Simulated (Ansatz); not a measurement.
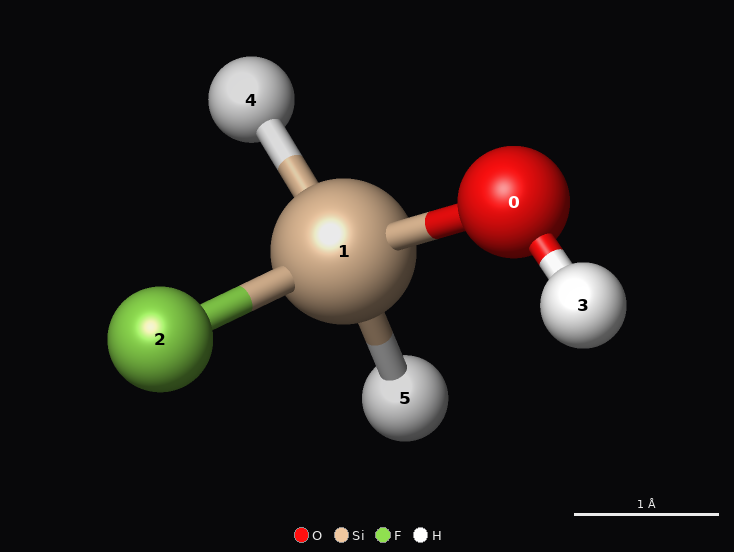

Source: calculation with Ansatz.

The structure as it stands in the input. Atoms are numbered from 0, in the order of the input.

Input file:

```yaml
crystal:
  periodic: [false, false, false]
  atoms:
    - {symbol: O, position_ang: [-0.853521, -0.209157, -0.924109]}
    - {symbol: Si, position_ang: [0.378261, -0.009305, 0.123877]}
    - {symbol: F, position_ang: [0.180808, -0.922814, 1.417814]}
    - {symbol: H, position_ang: [-1.714238, 0.150164, -0.705640]}
    - {symbol: H, position_ang: [1.762580, -0.359999, -0.242041]}
    - {symbol: H, position_ang: [0.455088, 1.385633, 0.617631]}
basis:
  gaussian: {orbitals: def2-TZVPP}
correlation: {method: ccsd_t}
```

What the program printed:

```
Functional definition: HF
  name "HF"
  cite "Fock, Z. Phys. 61, 126 (1930) doi:10.1007/BF01340294"
  parent pbe
  exchange = exact_x
  correlation = 0
881 factors; integrals over basis functions are off by at most 7.3e-4 eV
mean field evaluation 1: about -12655.3792 eV, gradient 4.1e1 eV
mean field evaluation 2: about -12655.5213 eV, gradient 4.1e1 eV
mean field evaluation 4: about -12658.3797 eV, gradient 2.3e0 eV
mean field evaluation 8: about -12658.4121 eV, gradient 1.8e-1 eV
mean field evaluation 16: about -12657.2316 eV, gradient 2.6e1 eV
mean field -12658.41215238 eV, -465.1880664202 hartree, gradient 2.1e-6 eV, S^2 0.000000; 0 other end points of the search recorded, 0 dependent functions left out
7 core orbitals not correlated: weight in the atoms' cores, before any rotation towards them, 1.000 or more for the frozen orbitals, at most 0.000 for the correlated occupied ones
reference -12658.41215238 eV, -465.1880664202 hartree; 10, 10 occupied and 129, 129 virtual orbitals, 881 factors
second order -16.76329553 eV of doubles, -0.00000000 eV of singles
cycle   1  -16.79416781 eV  change   -3.1e-2 eV  update   8.3e-2
cycle   2  -17.15613590 eV  change   -3.6e-1 eV  update   2.3e-2
cycle   3  -17.24226373 eV  change   -8.6e-2 eV  update   1.2e-2
cycle   4  -17.23101554 eV  change    1.1e-2 eV  update   2.3e-3
cycle   5  -17.23030977 eV  change    7.1e-4 eV  update   1.1e-3
cycle   6  -17.23096849 eV  change   -6.6e-4 eV  update   3.0e-4
cycle   7  -17.23084442 eV  change    1.2e-4 eV  update   1.1e-4
cycle   8  -17.23079497 eV  change    4.9e-5 eV  update   3.0e-5
cycle   9  -17.23080103 eV  change   -6.1e-6 eV  update   1.1e-5
perturbative correction -0.51085218 eV, -0.0187734713 hartree
Total energy: -12676.15380559 eV, -465.8400601498 hartree
```
